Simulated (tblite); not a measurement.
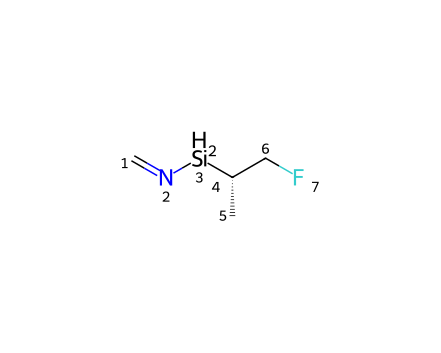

Skeletal drawing with numbered atoms; wedges and dashes mark any stereocentres. The configuration is that of a computed structure (GFN2-xTB).

> What are the Cahn–Ingold–Prelog descriptors?

C4: S.

> Give a SMILES with the stereochemistry.

C=N[SiH2][C@@H](C)CF
